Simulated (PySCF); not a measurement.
# UCCSD(T)/STO-3G run of SiF3 (trifluorosilyl)

Aim: the energy change on altering one bond length of SiF3 (trifluorosilyl) at UCCSD(T)/STO-3G, from 2 runs. 

The calculation is run with PySCF 2.14.0.

20 further runs of the same task are left out: 9 that didn't finish, 11 set aside as unsound or not needed.

**1. The structure to begin with**

The species is SiF3 (4 atoms), meant as a doublet with charge 0. SMILES: `F[Si](F)F`. The coordinates come from a GFN2-xTB relaxation.

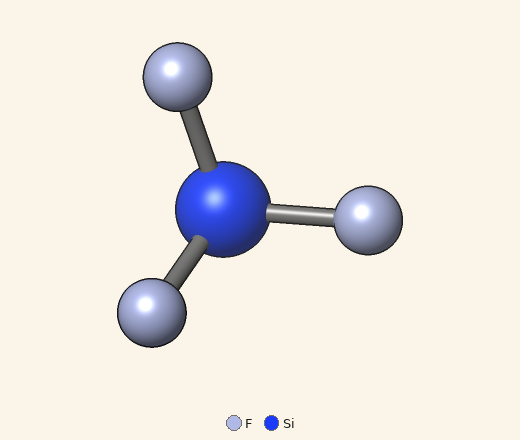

The structure, seen from a chosen angle (fluorine light blue, silicon blue).

**2. A single-point energy at UCCSD(T)/STO-3G**

Input file job.py:

```python
from pyscf import gto, cc

mol = gto.M(
    atom='''
F      1.488896    -0.961833     2.114660
Si    -0.614615     0.461188     0.508072
F     -1.819334    -1.680155    -1.222369
F      0.945052     2.180801    -1.400363
''',
    spin=1,
    unit='bohr',
    basis='sto-3g',
    verbose=3,
    max_memory=1860,
)

hf = mol.UHF()
hf.conv_tol = 1e-10
hf.kernel()
if not hf.converged:
    hf = hf.newton().run(hf.mo_coeff, hf.mo_occ)

mycc = cc.CCSD(hf, frozen=8)
mycc.kernel()
e_t = mycc.ccsd_t()
energy = mycc.e_tot + e_t
print(f'total energy: {energy:.8f} hartree')
```

Started as:

```
OMP_NUM_THREADS=1 python job.py
```

Output:

```text
converged SCF energy = -579.728710644881  <S^2> = 0.75877771  2S+1 = 2.0087585
E(UCCSD) = -579.8148047691019  E_corr = -0.08609412422118175
UCCSD(T) correction = -0.00671562535731554
total energy: -579.82152039 hartree
```

Wall time 1.1 s (1 thread of Arm Neoverse V1, shared host); peak memory 0.12 GiB.

**3. The distorted shape**

Input file run.py:

```python
from pyscf import gto, cc

mol = gto.M(
    atom='''
F      2.791520    -1.864431     2.649333
Si    -0.325240     0.244050     0.268860
F     -0.962750    -0.889100    -0.646850
F      0.500100     1.154030    -0.741040
''',
    spin=1,
    basis='sto-3g',
    verbose=3,
    max_memory=1860,
    charge=0,
)

mf = mol.UHF()
mf.conv_tol = 1e-10
mf.kernel()
if not mf.converged:
    mf = mf.newton().run(mf.mo_coeff, mf.mo_occ)

mycc = cc.CCSD(mf, frozen=8)
mycc.kernel()
e_t = mycc.ccsd_t()
energy = mycc.e_tot + e_t
print('E = %.10f Eh' % energy)
```

Started as:

```
OMP_NUM_THREADS=1 python run.py
```

Output:

```text
WARN: HOMO 0.107210547441511 >= LUMO 0.107210720373567

converged SCF energy = -579.665980235015  <S^2> = 0.75  2S+1 = 2
E(UCCSD) = -579.7469027882116  E_corr = -0.08092255319708
UCCSD(T) correction = -0.0089535429135183
E = -579.7558563311 Eh
```

Wall time 1.6 s (1 thread of Arm Neoverse V1, shared host); peak memory 0.12 GiB.

**4. Results**

At UCCSD(T)/STO-3G, 8 core orbitals frozen:

```
                                                                   quantity          value
                                                  first shape: total energy  -579.82152 Eh
                          first shape: dipole moment (Hartree–Fock density)         2.08 D
    first shape: HOMO energy (Hartree–Fock orbitals) (highest over α and β)       -7.31 eV
     first shape: LUMO energy (Hartree–Fock orbitals) (lowest over α and β)        4.84 eV
                   first shape: correlation energy (8 core orbitals frozen)      -92.8 mEh
                                                first shape: (T) correction      -6.72 mEh
                             first shape: ⟨S²⟩ of the reference determinant          0.759
                                                 first shape: T1 diagnostic          0.016
                                              distorted shape: total energy  -579.75586 Eh
                      distorted shape: dipole moment (Hartree–Fock density)         0.65 D
distorted shape: HOMO energy (Hartree–Fock orbitals) (highest over α and β)       -6.67 eV
 distorted shape: LUMO energy (Hartree–Fock orbitals) (lowest over α and β)        6.88 eV
               distorted shape: correlation energy (8 core orbitals frozen)      -89.9 mEh
                                            distorted shape: (T) correction      -8.95 mEh
                         distorted shape: ⟨S²⟩ of the reference determinant          0.750
                                             distorted shape: T1 diagnostic          0.018
         energy change with the F1–Si2 bond stretched from 1.590 to 4.453 Å       1.787 eV
```

What this shows: With the F1–Si2 bond stretched from 1.590 to 4.453 Å the energy rises by 1.79 eV (172 kJ/mol). The first shape isn't relaxed at this level, so the change isn't measured from a minimum. The minimal basis adds a large error of its own. Mulliken charges (first shape) of the mean-field density run from -0.34 on F1 to +1.01 on Si2. The triples (first shape) make up 7.2 % of the correlation energy. The triples (distorted shape) make up 10.0 % of the correlation energy.
